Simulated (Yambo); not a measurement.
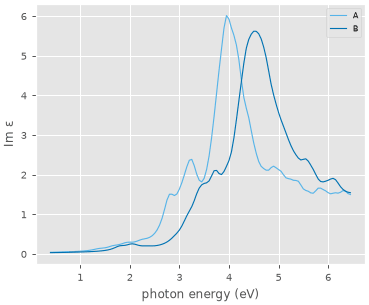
*Two computed absorption spectra of K$_{2}$PtC$_{2}$ (space group P-3m1, No. 164) (Yambo, PBEsol bands with the same scissor, field along x)*

Axes are Cartesian, with cell vectors (Å) (5.14, 0.00, 0.00), (-2.57, 4.45, 0.00), (0.00, 0.00, 5.19).

**Question.** Which curve includes the electron-hole attraction (BSE), and where are its main peaks?

**Answer.** Curve A: the attraction moves weight to lower energy (centre of the plotted range 4.3 eV against 4.6 eV). Its peaks lie at 3.2 eV, 4.0 eV. Settings: 6×6×4 mesh, 8 valence and 6 conduction bands, static screening with 66 bands and a 3 Ry block, scissor 0.88 eV, Tamm-Dancoff. The scissor comes from a G0W0 run whose convergence isn't established. Broadening 0.15 eV. The band window holds all transitions up to 6.5 eV. Fine structure above the onset can come from the mesh.

Spin-orbit coupling is not included.

Geometry of the Materials Project entry, not relaxed at this level; primitive cell a = 5.138 Å, b = 5.138 Å, c = 5.195 Å, α = 90.00°, β = 90.00°, γ = 120.00°.

The structure is a Materials Project entry; no match was found in the copy of COD used, and its stability was not checked.
